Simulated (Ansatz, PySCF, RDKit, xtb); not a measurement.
# MoH2O3F2: ranking a sample of isomers

Which of a sample of isomers of MoH2O3F2 is the most stable in the gas at 298.15 K, and what are its properties? The sample is small against all isomers, and the most stable one of this formula need not be in it. One structure proposed beforehand is put among the starts (marked given), to see whether the search confirms or beats it.

Plan: many cheap relaxations first (GFN2-xTB), then density-functional screening, relaxation at PBE0-D4/def2-SVP, vibrations (at GFN2-xTB) and a final energy. The numbers are computed, not measured.

1 further run of the same task is left out (set aside as unsound or not needed).

### 1 Possible bonding patterns

Isomers were drawn by moving bonds and hydrogen atoms under normal valences; this is a sample, not all of them. O–O, O–halogen and N–halogen bonds and N–N–N chains are not drawn. That gives 1 candidate.

| label | SMILES | spin |
| --- | --- | --- |
| c519 | [O]=[Mo]([OH])([OH])([F])[F] | singlet |

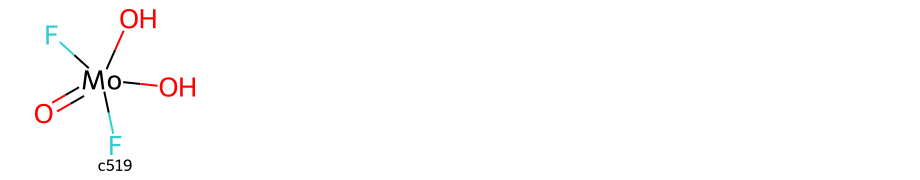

Structural formulas of the candidates.

Candidates are built by distance geometry, with a force field where one applies, in up to four conformers (letters a to d). 6 more come from a given structure, shaken or with two atoms exchanged.

### 2 Cheap relaxation of all starts

All 10 starts are relaxed the same way. One of them, c353 (given structure shaken), in full:

Contents of start.xyz:

```xyz
8
c353
F     -0.913321     2.546728    -0.678182
F     -0.962821     1.481683     1.671971
Mo    -0.184124     0.177466    -0.488522
O     -1.611973    -0.060101     0.977602
O      2.266793     0.477287     0.504257
O     -0.843633    -2.093240    -0.809122
H      2.600713    -0.613993     0.227085
H     -0.116241    -2.404435    -1.159163
```

Command:

```sh
$ xtb start.xyz --gfn 2 --opt
```

Output, cut to the lines that bear on the results:

```text
* xtb version 6.7.1
[...]
          :  # basis functions                  32          :
[...]
          :  # electrons                        40          :
[...]
          :  Hamiltonian                  GFN2-xTB          :
[...]
          :  net charge                          0          :
          :  unpaired electrons                  0          :
[...]
   *** convergence criteria satisfied after 60 iterations ***
[...]
   *** GEOMETRY OPTIMIZATION CONVERGED AFTER 46 ITERATIONS ***
[...]
   *** convergence criteria satisfied after 3 iterations ***
[...]
         ::                     SUMMARY                     ::
         :::::::::::::::::::::::::::::::::::::::::::::::::::::
         :: total energy             -24.929780395645 Eh    ::
         :: gradient norm              0.000376067189 Eh/a0 ::
         :: HOMO-LUMO gap              5.220576600133 eV    ::
         ::.................................................::
         :: SCC energy               -25.017657676763 Eh    ::
         :: -> isotropic ES            0.174763594200 Eh    ::
         :: -> anisotropic ES          0.001405041580 Eh    ::
         :: -> anisotropic XC          0.000816803592 Eh    ::
         :: -> dispersion             -0.005160764964 Eh    ::
         :: repulsion energy           0.087877281117 Eh    ::
         :: add. restraining           0.000000000000 Eh    ::
         :: total charge              -0.000000000000 e     ::
         :::::::::::::::::::::::::::::::::::::::::::::::::::::
[...]
        20        2.0000           -0.4694093             -12.7733 (HOMO)
        21                         -0.2775567              -7.5527 (LUMO)
[...]
     #   Z          covCN         q      C6AA      α(0)
     1   9 F        0.736    -0.340    12.793     4.224
     2   9 F        0.736    -0.340    12.791     4.224
     3  42 Mo       3.885     1.363   315.474    36.545
     4   8 O        0.804    -0.442    22.566     6.368
     5   8 O        1.609    -0.494    22.782     6.442
     6   8 O        1.609    -0.495    22.814     6.447
     7   1 H        0.806     0.374     0.535     1.149
     8   1 H        0.806     0.374     0.536     1.149
[...]
     #   Z sym  total        # sym  WBO       # sym  WBO       # sym  WBO
 ---------------------------------------------------------------------------
     1   9 F    1.159 --     3 Mo   0.985
     2   9 F    1.159 --     3 Mo   0.985
     3  42 Mo   6.701 --     4 O    2.146     5 O    1.259     6 O    1.257
                             2 F    0.985     1 F    0.985
     4   8 O    2.423 --     3 Mo   2.146
     5   8 O    2.305 --     3 Mo   1.259     7 H    0.820
     6   8 O    2.302 --     3 Mo   1.257     8 H    0.820
     7   1 H    0.860 --     5 O    0.820
     8   1 H    0.860 --     6 O    0.820
 ---------------------------------------------------------------------------
[...]
molecular dipole:
                 x           y           z       tot (Debye)
 q only:        1.500      -1.402      -0.376
   full:        2.014      -1.289      -0.821       6.426
molecular quadrupole (traceless):
[...]
          | TOTAL ENERGY              -24.929780395645 Eh   |
          | GRADIENT NORM               0.000376067189 Eh/α |
          | HOMO-LUMO GAP               5.220576600133 eV   |
           -------------------------------------------------
[...]
```

Run time: 0.17 s. Hardware: 2 threads of Intel Xeon 6975P-C (Granite Rapids), shared host.

### 3 Distinct minima at GFN2-xTB

10 of the 10 relaxations converged; 4 ended on a minimum already found. 6 distinct structures remain:

| label | start | SMILES after | spin | energy (kcal/mol) | note |
| --- | --- | --- | --- | --- | --- |
| c519b | drawn | [O]=[Mo]([OH])([OH])([F])[F] | singlet | 0.0 |  |
| c519a | given | [O]=[Mo]([OH])([OH])([F])[F] | singlet | 0.6 |  |
| c001 | altered | [OH][MoH]1([F])([F])[O][O]1 ‡ | singlet | 29.1 |  |
| c613 | altered | [OH][O][Mo]([OH])([F])[F] ‡ | singlet | 59.8 |  |
| c811 | altered | [OH][MoH]1([F])([F])[O][O]1 ‡ | triplet | 93.1 |  |
| c724 | altered | [FH].[O][Mo]([O])([OH])[F] ‡ | triplet | 116.6 | fell apart |

‡ marks the bonded skeleton alone, with all bonds drawn single: no Lewis structure was assigned that passes a check against the bond lengths.

GFN2-xTB has no spin polarisation, so it can't rank spin states and is rough for open shells.

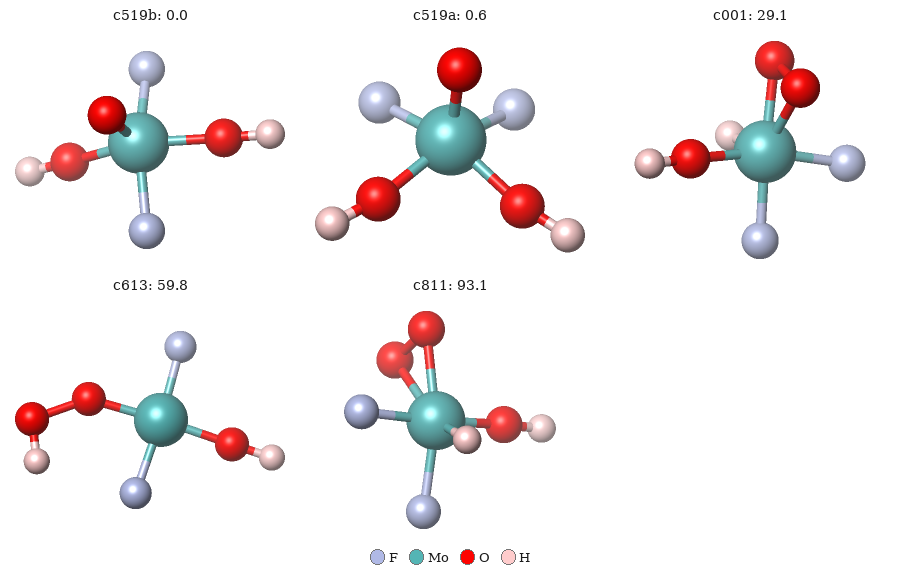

The 5 lowest minima that did not fall apart, with their GFN2-xTB energies in kcal/mol.

### 4 Single points on the low minima

A choice of the minima (the low ones first, few conformers of a pattern, up to a cap) and the lowest that fell apart get a single point at r2SCAN-D4/def2-SVP on the tight-binding geometry, and one at HF/STO-3G for comparison. The lowest singlets are also tried as triplets at the same geometry (label ending in t). The first, c519a:

Contents of input.yaml:

```yaml
crystal:
  periodic: [false, false, false]
  atoms:
    - {symbol: F, position_ang: [-1.571194, 0.942186, -0.910078]}
    - {symbol: F, position_ang: [-0.024974, 1.970998, 0.546872]}
    - {symbol: Mo, position_ang: [-0.272166, 0.235251, 0.123426]}
    - {symbol: O, position_ang: [-1.124656, -0.322890, 1.414434]}
    - {symbol: O, position_ang: [1.412065, 0.004091, 0.547868]}
    - {symbol: O, position_ang: [-0.236919, -1.092051, -1.020556]}
    - {symbol: H, position_ang: [2.303837, -0.005901, 0.904312]}
    - {symbol: H, position_ang: [-0.393693, -1.788684, -1.662177]}
basis:
  gaussian:
    orbitals: def2-SVP
hamiltonian:
  xc: r2scan
  dispersion: d4
scf:
  lower_state_search: off
output: {orbitals: {seedname: orbitals}}
```

Command:

```sh
$ ansatz run input.yaml --threads 2 --pin off --max-ram 5220MiB --events-out events.jsonl --progress --plain --runs-dir runs
```

Output, cut to the lines that bear on the results:

```text
Warning: RAYON_NUM_THREADS=2 ignored (pool sized by the plan → 2); use --threads N
Functional definition: r2SCAN
  name "r2SCAN"
[...]
1144 factors; their error is unknown
[...]
mean field -13454.90311972 eV, -494.4585695887 hartree, gradient 8.7e-6 eV, S^2 0.000000; 0 other end points of the search recorded, 0 dependent functions left out
reference -13454.90314696 eV, -494.4585705897 hartree; 29, 29 occupied and 82, 82 virtual orbitals, 1144 factors
Total energy: -13454.94678308 eV, -494.4601741877 hartree
Checks for a lower state left out: stability, starts, cluster_reference, orbital_swaps, neighbouring_geometries, increment
```

Wall time 1.8 s (2 threads of Intel Xeon 6975P-C (Granite Rapids), shared host); peak memory 0.15 GiB.

Relative energies in kcal/mol, each column from its lowest structure that stays in one piece:

| label | SMILES | spin | GFN2-xTB | HF/STO-3G | r2SCAN-D4/def2-SVP |
| --- | --- | --- | --- | --- | --- |
| c519a | [O]=[Mo]([OH])([OH])([F])[F] | singlet | 0.6 | 0.0 | 0.0 |
| c519b | [O]=[Mo]([OH])([OH])([F])[F] | singlet | 0.0 | 1.5 | 1.1 |
| c001 | [OH][MoH]1([F])([F])[O][O]1 ‡ | singlet | 29.1 | 63.0 | 105.7 |
| c519at | [O]=[Mo]([OH])([OH])([F])[F] | triplet | – | – | 108.5 |
| c724 | [FH].[O][Mo]([O])([OH])[F] ‡ | triplet | 116.6 | 91.8 | 110.3 |
| c613 | [OH][O][Mo]([OH])([F])[F] ‡ | singlet | 59.8 | 72.5 | 126.8 |
| c001t | [OH][MoH]1([F])([F])[O][O]1 ‡ | triplet | – | – | 166.0 |

‡ marks the bonded skeleton alone, with all bonds drawn single: no Lewis structure was assigned that passes a check against the bond lengths.

### 5 Relaxing the best candidates

3 candidates are relaxed at PBE0-D4/def2-SVP (chosen among the lowest in one piece). The first, c519a:

Edit input.yaml of step 4 so:

```diff
@@ -12,9 +12,5 @@
 basis:
-  gaussian:
-    orbitals: def2-SVP
-hamiltonian:
-  xc: r2scan
-  dispersion: d4
-scf:
-  lower_state_search: off
-output: {orbitals: {seedname: orbitals}}
+  gaussian: {orbitals: def2-SVP}
+hamiltonian: {xc: {name: PBE0}, dispersion: d4}
+scf: {lower_state_search: off}
+relax: {f_tol: 0.006}
```

Command:

```sh
$ ansatz run input.yaml --threads 2 --pin off --max-ram 5220MiB --events-out events.jsonl --progress --plain --runs-dir runs
```

Output, cut to the lines that bear on the results:

```text
Warning: RAYON_NUM_THREADS=2 ignored (pool sized by the plan → 2); use --threads N
[...]
Functional definition: PBE0
  name "PBE0"
[...]
1181 factors; integrals over basis functions are off by at most 1.9e-4 eV
[...]
mean field -13446.39652868 eV, -494.1459581339 hartree, gradient 4.8e-6 eV, S^2 0.000000; 0 other end points of the search recorded, 0 dependent functions left out
[...]
reference -13446.39658424 eV, -494.1459601757 hartree; 29, 29 occupied and 82, 82 virtual orbitals, 1181 factors
relax step   1: F+E_penalty+E_count = -13446.55215914 eV  Δ(F+E_penalty+E_count) = +0.000e0 eV  max|allowed force component| = 3.492e0 eV/Å  Δτ_max = 0.0000 Å  (19 SCF iters, accepted)
[...]
relax step   7: F+E_penalty+E_count = -13447.08674115 eV  Δ(F+E_penalty+E_count) = -2.604e-2 eV  max|allowed force component| = 6.876e-1 eV/Å  Δτ_max = 0.0656 Å  (24 SCF iters, accepted)
[...]
Total energy: -13447.19850843 eV, -494.1754303461 hartree
Atom 0 at    -1.452899     0.819698    -1.049677 Å, force    -0.000703     0.000946     0.000744 eV/Å
Atom 1 at     0.013136     1.998728     0.559867 Å, force     0.000686     0.000489    -0.000351 eV/Å
Atom 2 at    -0.276821     0.194315     0.258985 Å, force    -0.002464    -0.002807    -0.002634 eV/Å
Atom 3 at    -1.325987    -0.394998     1.384115 Å, force     0.000253     0.000518    -0.000695 eV/Å
Atom 4 at     1.361787    -0.224150     0.992611 Å, force    -0.002671    -0.001466     0.003175 eV/Å
Atom 5 at     0.059858    -1.123427    -1.039867 Å, force     0.002902     0.001498     0.003744 eV/Å
Atom 6 at     2.255808    -0.166734     0.633253 Å, force     0.003378     0.000796    -0.002677 eV/Å
Atom 7 at    -0.542581    -1.160432    -1.795186 Å, force    -0.001381     0.000026    -0.001306 eV/Å
Dipole moment:     0.520099    -0.218599    -0.315240 e Å
Checks for a lower state left out: stability, starts, cluster_reference, orbital_swaps, neighbouring_geometries, increment
```

It took 37 s on 2 threads of Intel Xeon 6975P-C (Granite Rapids), shared host; peak memory 0.24 GiB.

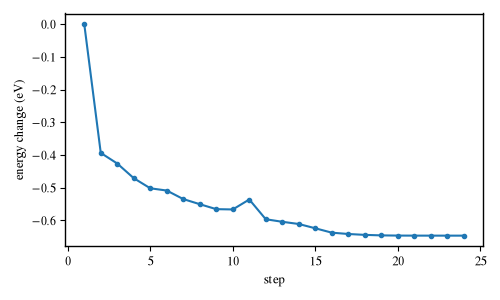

Energy along the run, all evaluated steps.

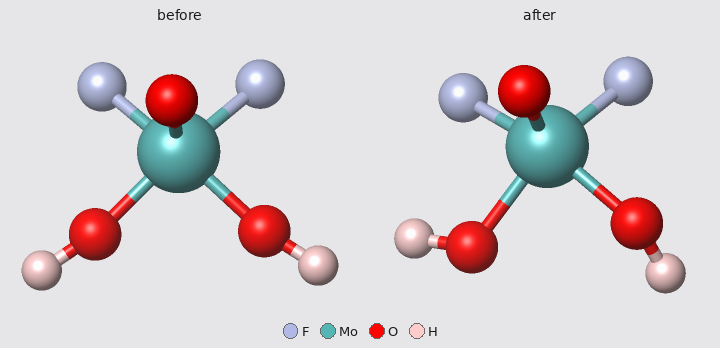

Before and after, at one scale.

After the run. Bond lengths: F1–Mo3 1.867 Å, F2–Mo3 1.852 Å, Mo3–O4 1.647 Å, Mo3–O5 1.843 Å, Mo3–O6 1.881 Å, O5–H7 0.965 Å, O6–H8 0.967 Å. Some angles: F1–Mo3–F2 83.5°, F1–Mo3–O4 101.4°, F1–Mo3–O5 156.2°, F1–Mo3–O6 82.1°, F2–Mo3–O4 109.7°, F2–Mo3–O5 91.0°, F2–Mo3–O6 140.1°, O4–Mo3–O5 102.3°, O4–Mo3–O6 109.6°, O5–Mo3–O6 87.5°.

### 6 The relaxed candidates

| label | spin | r2SCAN-D4/def2-SVP (kcal/mol) | PBE0-D4/def2-SVP, relaxed (kcal/mol) | time |
| --- | --- | --- | --- | --- |
| c519a | singlet | 0.0 | 0.0 | 37 s |
| c519b | singlet | 1.1 | 0.3 | 46 s |
| c001 | singlet | 105.7 | 102.9 | 32 s |

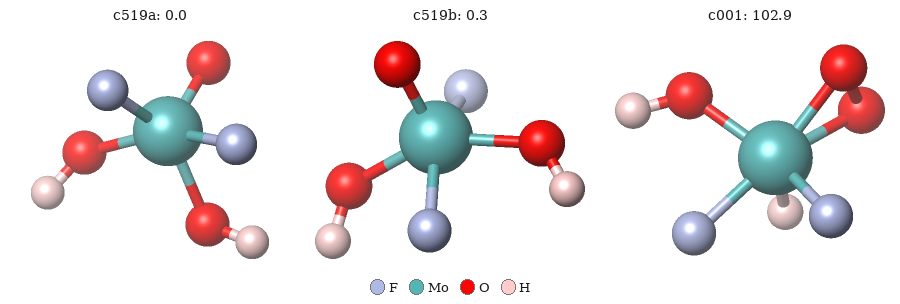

The relaxed structures, with energies at PBE0-D4/def2-SVP in kcal/mol.

### 7 Are they minima? Harmonic frequencies

The lowest few in one piece go on as finalists. In this search the thermal terms come from GFN2-xTB at its own nearest minimum. The first, c519a:

Contents of start.xyz:

```xyz
8
c519a
F     -1.452899     0.819698    -1.049677
F      0.013136     1.998728     0.559867
Mo    -0.276821     0.194315     0.258985
O     -1.325987    -0.394998     1.384115
O      1.361787    -0.224150     0.992611
O      0.059858    -1.123427    -1.039867
H      2.255808    -0.166734     0.633253
H     -0.542581    -1.160432    -1.795186
```

Command:

```sh
$ xtb start.xyz --gfn 2 --ohess tight
```

Output, cut to the lines that bear on the results:

```text
* xtb version 6.7.1
[...]
          :  # basis functions                  32          :
[...]
          :  # electrons                        40          :
[...]
          :  Hamiltonian                  GFN2-xTB          :
[...]
          :  net charge                          0          :
          :  unpaired electrons                  0          :
[...]
   *** convergence criteria satisfied after 14 iterations ***
[...]
   *** GEOMETRY OPTIMIZATION CONVERGED AFTER 24 ITERATIONS ***
[...]
   *** convergence criteria satisfied after 3 iterations ***
[...]
         ::                     SUMMARY                     ::
         :::::::::::::::::::::::::::::::::::::::::::::::::::::
         :: total energy             -24.929784706470 Eh    ::
         :: gradient norm              0.000163658685 Eh/a0 ::
         :: HOMO-LUMO gap              5.221623572013 eV    ::
         ::.................................................::
         :: SCC energy               -25.017641335345 Eh    ::
         :: -> isotropic ES            0.174764105251 Eh    ::
         :: -> anisotropic ES          0.001407081328 Eh    ::
         :: -> anisotropic XC          0.000816384820 Eh    ::
         :: -> dispersion             -0.005160719866 Eh    ::
         :: repulsion energy           0.087856628875 Eh    ::
         :: add. restraining           0.000000000000 Eh    ::
         :: total charge               0.000000000000 e     ::
         :::::::::::::::::::::::::::::::::::::::::::::::::::::
[...]
        20        2.0000           -0.4694090             -12.7733 (HOMO)
        21                         -0.2775178              -7.5516 (LUMO)
[...]
     #   Z          covCN         q      C6AA      α(0)
     1   9 F        0.736    -0.340    12.793     4.224
     2   9 F        0.736    -0.340    12.791     4.224
     3  42 Mo       3.885     1.363   315.474    36.545
     4   8 O        0.804    -0.442    22.566     6.368
     5   8 O        1.609    -0.494    22.799     6.444
     6   8 O        1.609    -0.494    22.797     6.444
     7   1 H        0.806     0.374     0.535     1.149
     8   1 H        0.806     0.374     0.535     1.149
[...]
          | TOTAL ENERGY              -24.929784706471 Eh   |
          | TOTAL ENTHALPY            -24.889035182688 Eh   |
          | TOTAL FREE ENERGY         -24.930376908347 Eh   |
          | GRADIENT NORM               0.000163747513 Eh/α |
[...]
```

It took 0.16 s on 2 threads of Intel Xeon 6975P-C (Granite Rapids), shared host.

### 8 Zero-point energy and free-energy terms

As xtb prints them, at 298.15 K, with its own treatment of low modes:

| label | SMILES | spin | lowest mode (cm⁻¹) | zero-point (kcal/mol) | G − E (kcal/mol) |
| --- | --- | --- | --- | --- | --- |
| c519a | [O]=[Mo]([OH])([OH])([F])[F] | singlet | 107 | 19.9 | -0.4 |
| c519b | [O]=[Mo]([OH])([OH])([F])[F] | singlet | 110 | 19.9 | 0.2 |
| c001 | [OH][MoH]1([F])([F])[O][O]1 ‡ | singlet | 141 | 19.6 | -0.1 |

‡ marks the bonded skeleton alone, with all bonds drawn single: no Lewis structure was assigned that passes a check against the bond lengths.

### 9 The final energy

Single points at CCSD(T)/def2-SVP + MP2/def2-TZVPP - MP2/def2-SVP on the refined geometries decide the order.

c519a, CCSD(T)/def2-SVP:

Contents of input.yaml:

```yaml
crystal:
  periodic: [false, false, false]
  atoms:
    - {symbol: F, position_ang: [-1.452899, 0.819698, -1.049677]}
    - {symbol: F, position_ang: [0.013136, 1.998728, 0.559867]}
    - {symbol: Mo, position_ang: [-0.276821, 0.194315, 0.258985]}
    - {symbol: O, position_ang: [-1.325987, -0.394998, 1.384115]}
    - {symbol: O, position_ang: [1.361787, -0.224150, 0.992611]}
    - {symbol: O, position_ang: [0.059858, -1.123427, -1.039867]}
    - {symbol: H, position_ang: [2.255808, -0.166734, 0.633253]}
    - {symbol: H, position_ang: [-0.542581, -1.160432, -1.795186]}
basis:
  gaussian: {orbitals: def2-SVP}
correlation: {method: ccsd_t, frozen_orbitals: {H: 0, Mo: 0, F: 1, O: 1}}
```

Command:

```sh
$ ansatz run input.yaml --threads 2 --pin off --max-ram 5220MiB --events-out events.jsonl --progress --plain --runs-dir runs
```

Output, cut to the lines that bear on the results:

```text
Warning: RAYON_NUM_THREADS=2 ignored (pool sized by the plan → 2); use --threads N
Functional definition: HF
  name "HF"
[...]
1073 factors; integrals over basis functions are off by at most 8.4e-4 eV
[...]
mean field -13384.70452333 eV, -491.8788187539 hartree, gradient 2.3e-6 eV, S^2 0.000000; 0 other end points of the search recorded, 0 dependent functions left out
5 core orbitals not correlated: weight in the atoms' cores, before any rotation towards them, 1.000 or more for the frozen orbitals, at most 0.000 for the correlated occupied ones
reference -13384.70452333 eV, -491.8788187539 hartree; 24, 24 occupied and 82, 82 virtual orbitals, 1073 factors
second order -38.14191324 eV of doubles, -0.00000000 eV of singles
cycle   1  -33.97472278 eV  change     4.2e0 eV  update   3.3e-1
[...]
cycle  14  -36.36491919 eV  change    4.4e-5 eV  update   1.2e-5
perturbative correction -1.61368428 eV, -0.0593018035 hartree
Total energy: -13422.68312680 eV, -493.2745066885 hartree
```

Run time: 16 s. Hardware: 2 threads of Intel Xeon 6975P-C (Granite Rapids), shared host; peak memory 0.74 GiB.

### 10 c519a at MP2/def2-TZVPP

Edit input.yaml of step 9 so:

```diff
@@ -12,3 +12,6 @@
 basis:
-  gaussian: {orbitals: def2-SVP}
-correlation: {method: ccsd_t, frozen_orbitals: {H: 0, Mo: 0, F: 1, O: 1}}
+  gaussian:
+    orbitals: def2-TZVPP
+correlation:
+  method: mp2
+  frozen_orbitals: {H: 0, Mo: 0, F: 1, O: 1}
```

Command:

```sh
$ ansatz run input.yaml --threads 2 --pin off --max-ram 5220MiB --events-out events.jsonl --progress --plain --runs-dir runs
```

Output:

```text
Warning: RAYON_NUM_THREADS=2 ignored (pool sized by the plan → 2); use --threads N
[... 2 set-up lines as earlier in the session ...]
  exchange = exact_x
  correlation = 0
1589 factors; integrals over basis functions are off by at most 9.3e-4 eV
mean field evaluation 1: about -13386.1801 eV, gradient 9.2e1 eV
mean field evaluation 2: about -13386.4996 eV, gradient 9.3e1 eV
mean field evaluation 4: about -13400.0371 eV, gradient 1.8e1 eV
mean field evaluation 8: about -13400.6321 eV, gradient 1.8e0 eV
mean field evaluation 16: about -13400.6409 eV, gradient 2.9e-6 eV
mean field -13400.64087058 eV, -492.4644687131 hartree, gradient 2.9e-6 eV, S^2 0.000000; 0 other end points of the search recorded, 0 dependent functions left out
5 core orbitals not correlated: weight in the atoms' cores, before any rotation towards them, 1.000 or more for the frozen orbitals, at most 0.000 for the correlated occupied ones
reference -13400.64087058 eV, -492.4644687131 hartree; 24, 24 occupied and 210, 210 virtual orbitals, 1589 factors
second order -50.06320304 eV of doubles, -0.00000000 eV of singles
Total energy: -13450.70407361 eV, -494.3042574906 hartree
```

Run time: 4.5 s. Hardware: 2 threads of Intel Xeon 6975P-C (Granite Rapids), shared host; peak memory 0.62 GiB.

### 11 c519b at CCSD(T)/def2-SVP

Contents of input.yaml:

```yaml
crystal:
  periodic: [false, false, false]
  atoms:
    - {symbol: F, position_ang: [-0.545095, 1.533080, 2.364942]}
    - {symbol: F, position_ang: [0.416290, 0.733192, -1.005307]}
    - {symbol: Mo, position_ang: [-0.417151, 1.468590, 0.529931]}
    - {symbol: O, position_ang: [-1.539657, 2.540597, -0.021603]}
    - {symbol: O, position_ang: [1.170184, 2.428097, 0.573083]}
    - {symbol: O, position_ang: [-1.276734, -0.174834, 0.492495]}
    - {symbol: H, position_ang: [1.968304, 2.217039, 0.072196]}
    - {symbol: H, position_ang: [-1.001342, -0.944203, -0.021858]}
basis:
  gaussian:
    orbitals: def2-SVP
correlation:
  method: ccsd_t
  frozen_orbitals: {H: 0, Mo: 0, F: 1, O: 1}
```

Command:

```sh
$ ansatz run input.yaml --threads 2 --pin off --max-ram 5220MiB --events-out events.jsonl --progress --plain --runs-dir runs
```

Output, cut to the lines that bear on the results:

```text
Warning: RAYON_NUM_THREADS=2 ignored (pool sized by the plan → 2); use --threads N
[... 2 set-up lines as earlier in the session ...]
[...]
1074 factors; integrals over basis functions are off by at most 1.0e-3 eV
[...]
mean field -13384.69266743 eV, -491.8783830575 hartree, gradient 6.1e-6 eV, S^2 0.000000; 0 other end points of the search recorded, 0 dependent functions left out
5 core orbitals not correlated: weight in the atoms' cores, before any rotation towards them, 1.000 or more for the frozen orbitals, at most 0.000 for the correlated occupied ones
reference -13384.69266743 eV, -491.8783830575 hartree; 24, 24 occupied and 82, 82 virtual orbitals, 1074 factors
second order -38.13389323 eV of doubles, -0.00000000 eV of singles
cycle   1  -33.97864493 eV  change     4.2e0 eV  update   3.3e-1
[...]
cycle  14  -36.36234307 eV  change    4.4e-5 eV  update   1.1e-5
perturbative correction -1.61068018 eV, -0.0591914047 hartree
Total energy: -13422.66569067 eV, -493.2738659227 hartree
```

It took 16 s on 2 threads of Intel Xeon 6975P-C (Granite Rapids), shared host; peak memory 0.74 GiB.

[end of part 1 of 2]
